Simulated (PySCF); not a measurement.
System: KZn (doublet).

```xyz
2

K     0.0000    0.0000   -2.3579
Zn    0.0000    0.0000    1.4371
```

Level of theory: PBE0/def2-SVP, non-relativistic Hamiltonian with scalar-relativistic core potentials where named, at a bond length of 3.795 Å in PySCF 2.14.0.

> What can the converged electron density, electron localisation function and spin density tell about the bonding?

K–Zn (3.79 Å): ρ is about 0.04 e/Å³ halfway; the ELF is about 0.25 at the midpoint.
The unpaired spin (1 electron) lies mostly on K1 (about 0.8) and Zn2 (about 0.2), in electrons by Hirshfeld's partition.

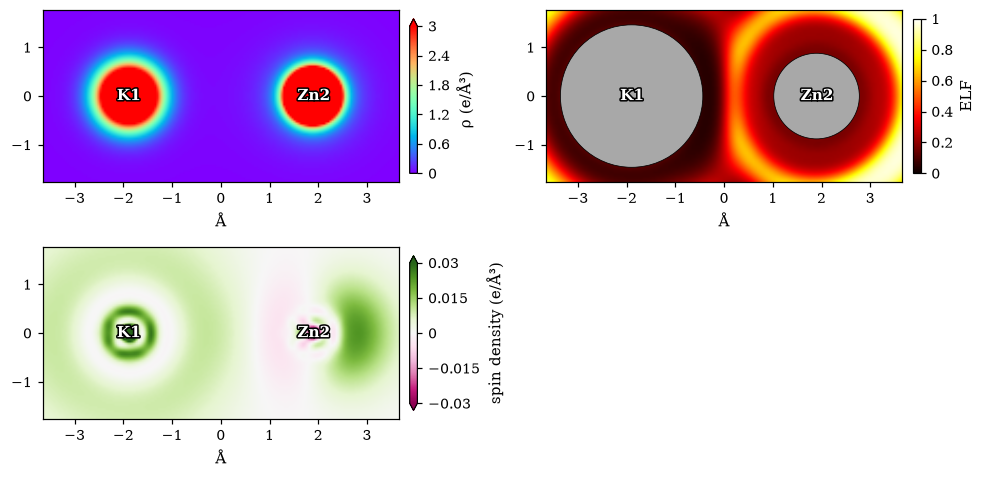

Computed electron density, electron localisation function and spin density on a plane that holds the molecular axis, in this order. Grey discs cover the atomic cores in the ELF map. 
